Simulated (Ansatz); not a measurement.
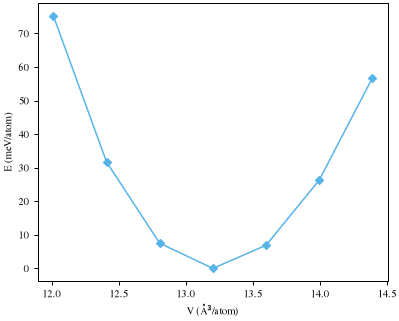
*V (bcc (W type), Im-3m) under volume change, the program Ansatz at the r²SCAN+D4 level (PAW), scaled uniformly.*

### Question
What does a third-order Birch–Murnaghan fit give for V₀, B₀ and B′?

### Answer
V₀ = 13.20 Å³/atom, B₀ = 194 GPa, B′ = 3.7.

The cell was relaxed with r²SCAN+D4 under the symmetry of its start. The workflow began spin-polarised and lost its moments. The pairwise dispersion correction was not fitted to metals.

Potentials: the earlier of the program's two PAW sets.
